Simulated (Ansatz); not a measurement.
The calculation's input:

```
crystal:
  periodic: [false, false, false]
  atoms:
    - {symbol: C, position_ang: [-2.000107, -1.046861, -0.976371]}
    - {symbol: C, position_ang: [1.010091, -0.328379, -0.878419]}
    - {symbol: C, position_ang: [-1.084606, 1.612676, 0.318127]}
    - {symbol: I, position_ang: [-0.936591, 1.472753, -3.201919]}
    - {symbol: Si, position_ang: [-0.736368, 0.334092, -1.004289]}
    - {symbol: H, position_ang: [-1.813767, -1.768503, -1.785703]}
    - {symbol: H, position_ang: [-1.947660, -1.583410, -0.014359]}
    - {symbol: H, position_ang: [-3.019602, -0.651066, -1.096724]}
    - {symbol: H, position_ang: [1.219461, -1.044659, -1.686884]}
    - {symbol: H, position_ang: [1.146390, -0.844739, 0.086410]}
    - {symbol: H, position_ang: [1.746575, 0.486527, -0.941865]}
    - {symbol: H, position_ang: [-2.097052, 2.028873, 0.207486]}
    - {symbol: H, position_ang: [-1.006841, 1.150227, 1.316223]}
    - {symbol: H, position_ang: [-0.364063, 2.442377, 0.264068]}
basis:
  gaussian: {orbitals: def2-SVPD}
hamiltonian: {xc: pbe0}
output: {forces: true, orbitals: {seedname: orbitals}}
```

Launched as:

```sh
ansatz run input.yaml --threads 2 --pin off --max-ram 4350MiB --events-out events.jsonl --progress --plain --runs-dir runs
```

Geometry: PBE0-D3(BJ)/def2-SVP; core potentials replace the inner electrons of I.

Theory: Ansatz 0.2.0, isolated molecule in a Gaussian basis; Kohn-Sham density functional theory, functional PBE0.

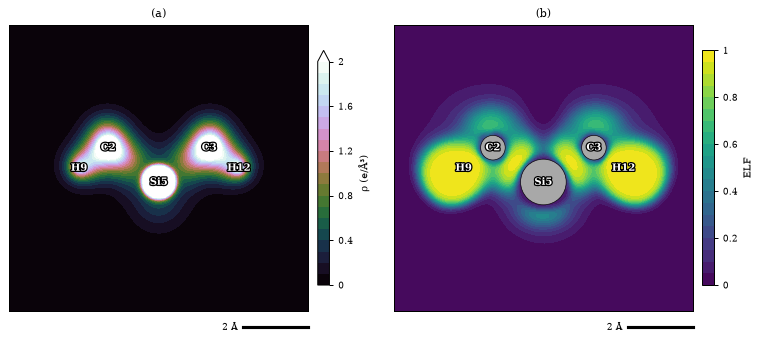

C3H9ISi (SMILES C[Si](C)(C)I). (a) electron density; (b) electron localisation function on the plane of atoms Si5, C3 and H12. Grey discs cover the atomic cores in the ELF map.

> Interpret the plot.

The plane passes through C, Si and H nuclei.
C–Si (1.87 Å): the density is about 0.97 e/Å³ at the midpoint; the ELF peaks at about 0.95 between the atoms (a covalent bond).
C–H (1.10 Å): the density is about 1.9 e/Å³ at the midpoint; the ELF climbs to about 1 towards the hydrogen, as it does in any bond to H; an ordinary covalent bond to hydrogen.
